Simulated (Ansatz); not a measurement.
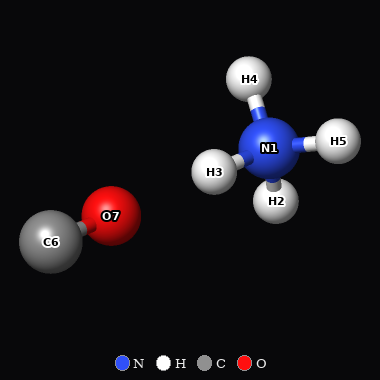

The system is the pair H₄N···CO, charge +1; the picture shows the reference structure. The turn is about an axis along (−0.78, 0.63, −0.03) in the frame of the relaxed pair, normal to the line between the partners. First axis: distance H3···O7. Second axis: turn of C6, O7 about H3. The scan uses a 9 × 9 grid. Energies: kJ/mol, counted from the ion and the molecule far apart, frozen as in the relaxed pair, each in its own basis (no counterpoise correction). Level of theory: Ansatz 0.2.0, RKS wB97X-V/def2-SVPD.

Its coordinates:

```yaml
atoms:
  - { symbol: N, position_ang: [0.0244, -0.0113, -1.0097] }
  - { symbol: H, position_ang: [-0.8435, 0.3953, -1.3806] }
  - { symbol: H, position_ang: [-0.0003, 0.0002, 0.0246] }
  - { symbol: H, position_ang: [0.8263, 0.5386, -1.3424] }
  - { symbol: H, position_ang: [0.1151, -0.9794, -1.3425] }
  - { symbol: C, position_ang: [-0.0748, 0.0347, 3.0941] }
  - { symbol: O, position_ang: [-0.0472, 0.0219, 1.9563] }
```

Range: distance H3···O7 from 1.623 to 4.223 Å; turn of C6, O7 about H3 from −120 to 120°.

What landscape does the calculation give?

The lowest grid point is at distance H3···O7 = 1.997 Å, turn of C6, O7 about H3 = 0°, −25 kJ/mol from the ion and the molecule far apart, frozen as in the relaxed pair, each in its own basis (no counterpoise correction). The energy also falls towards the edge at distance H3···O7 = 3.361 Å, turn of C6, O7 about H3 = 120° (3.0 kJ/mol above the lowest) and distance H3···O7 = 3.361 Å, turn of C6, O7 about H3 = −120° (6 kJ/mol above the lowest), where a further well may lie outside the range. The highest grid point, distance H3···O7 = 1.623 Å, turn of C6, O7 about H3 = 120°, lies 1649 kJ/mol above the lowest.

```csv
"turn of C6, O7 about H3 ↓, distance H3···O7 →",1.623,1.765,1.997,2.282,2.608,2.970,3.361,3.780,4.223
120,1623,1219,668,261,59,−10,−22,−18,−13
90,215,125,40,−3,−18,−18,−14,−10,−7
60,28,3,−15,−20,−18,−13,−9,−6,−5
30,−8,−19,−23,−21,−16,−12,−8,−6,−4
0,−16,−23,−25,−22,−16,−12,−8,−5,−4
−30,−8,−19,−23,−21,−16,−12,−8,−6,−4
−60,26,1,−16,−20,−17,−13,−9,−6,−5
−90,177,98,26,−9,−19,−17,−13,−9,−6
−120,1156,819,428,161,32,−12,−19,−16,−11
```

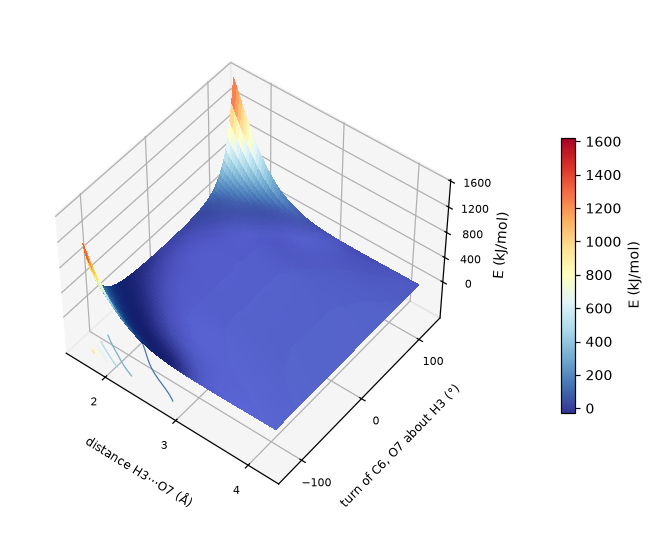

In the figure: a relief with its contours projected below. Between grid points the surface is interpolated.

Time for the 81 points that were run: 7.9 min on 1 thread of Arm Neoverse V2, on a shared host.
